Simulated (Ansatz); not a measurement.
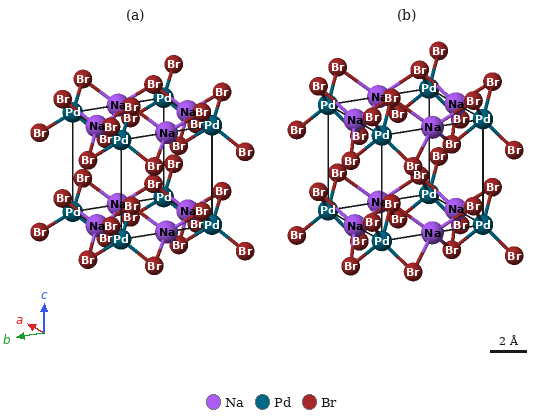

The structure of crystalline Na₂PdBr₄ (built on the Cu2WS4-111 type type) before (left) and after (right) a relaxation, at one scale.

The picture is a ball-and-stick view of the cell of the calculation, seen from a free direction.

These are results of DFT, PBEsol, plane waves, PAW in Ansatz 0.2.0, not measurements.

Input file:
```yaml
crystal:
  lattice:
    - [5.84846977, 0.0, 0.0]
    - [0.0, 5.84846977, 0.0]
    - [0.0, 0.0, 5.9240006]
  atoms:
    - { symbol: Na, position: [0.0, 0.5, 0.0] }
    - { symbol: Na, position: [0.5, 0.0, 0.0] }
    - { symbol: Pd, position: [0.0, 0.0, 0.0] }
    - { symbol: Br, position: [0.23815294, 0.76184706, 0.23519038] }
    - { symbol: Br, position: [0.76184706, 0.76184706, 0.76480962] }
    - { symbol: Br, position: [0.23815294, 0.23815294, 0.76480962] }
    - { symbol: Br, position: [0.76184706, 0.23815294, 0.23519038] }
kpoints:
  mp_grid: { grid: [4, 4, 4] }
hamiltonian:
  xc: pbesol
scf:
  occupations: { method: fermi_dirac, width: 0.03 }
relax:
  f_tol: 0.01
  cell: {}
  max_steps: 120
output:
  write_density: true
  write_potential: true
  elf: true
  volumetric_format: npy
```

Command:
```bash
ansatz run input.yaml --threads 4 --pin off --max-ram 4608MiB --backend cpu --events-out ev --progress --plain --runs-dir out
```

What changed between the two?

The largest moves relative to the cell, 0.39 Å, are those of Br4, Br5, Br6 and Br7. Br5 goes along [1 1 −1]. Pd and Na stay in place. The volume changes by +31.6 %, with a = b 5.848 → 6.508 Å (+11.3 %), c 5.924 → 6.294 Å (+6.3 %). Some distances before and after: Na1–Br4 2.495 → 2.879 Å, Na1–Pd3 2.924 → 3.254 Å, Pd3–Br4 2.413 → 2.497 Å. Among the angles between lasting bonds that change: Br4–Na1–Br6 112.1° → 125.8°, Br4–Pd3–Br7 109.5° → 95.9°, Br4–Na1–Br5 104.3° → 95.1°. The space group stays P-42m (No. 111). The energy falls by 233 meV per atom in 11 accepted moves (13 points after the start). Largest force component: 1.7 eV/Å at the start, 0.0035 eV/Å at the end. Pressure: 8.62 GPa at the start and 0.00 GPa at the end. At 2 points the geometry stayed and the basis and grid were re-selected for the new cell (energy shift of 2.3 meV per atom at most each time). The run took 62 s on 4 threads of Arm Neoverse V1 (shared host), peak memory 0.63 GiB.

Limits of the set-up: layers or molecules are held without a dispersion correction, so their spacing is unreliable.
